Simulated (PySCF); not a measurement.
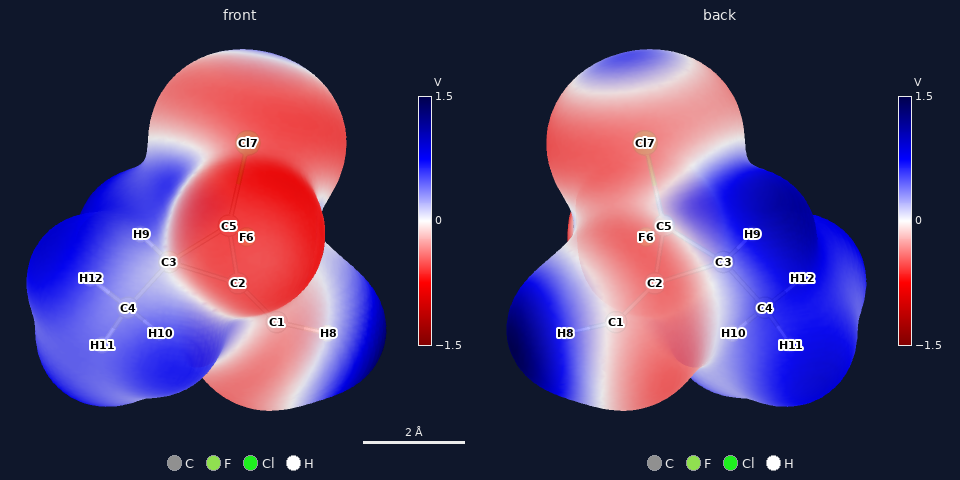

C5H5ClF (doublet). The molecular electrostatic potential painted on the density surface at 0.002 e/bohr³, seen from the front and from behind; red is negative and blue positive.

Geometry: GFN2-xTB.

These are results of PySCF, UKS B3LYP, pcH-1 on C Cl F H, non-relativistic, mean-field spin-orbit, GIAO, not measurements.

| atom | x (Å) | y (Å) | z (Å) |
| --- | --- | --- | --- |
| C | 2.0770 | -0.9193 | -0.0858 |
| C | 1.0305 | -0.2322 | -0.2291 |
| C | -0.4430 | -0.1205 | -0.4250 |
| C | -1.3794 | -0.5960 | 0.6603 |
| C | 0.3476 | 1.1358 | -0.2297 |
| F | 0.2585 | 1.7903 | 0.9529 |
| Cl | 0.6192 | 2.2555 | -1.5467 |
| H | 3.1230 | -0.8754 | 0.0759 |
| H | -0.7945 | -0.2942 | -1.4369 |
| H | -0.9662 | -0.3815 | 1.6426 |
| H | -1.5304 | -1.6690 | 0.5700 |
| H | -2.3409 | -0.0941 | 0.5695 |

Question: Describe the electrostatic potential map.

Answer: The most negative region (about −0.8 V, or −18 kcal/mol for a unit charge) lies over F6, the most positive (about +1.4 V, or +32 kcal/mol for a unit charge) over H8. Cl7 shows a σ-hole: about +0.5 V, or +12 kcal/mol for a unit charge at the tip opposite its bond, against about −0.4 V, or −9 kcal/mol for a unit charge on its flanks.
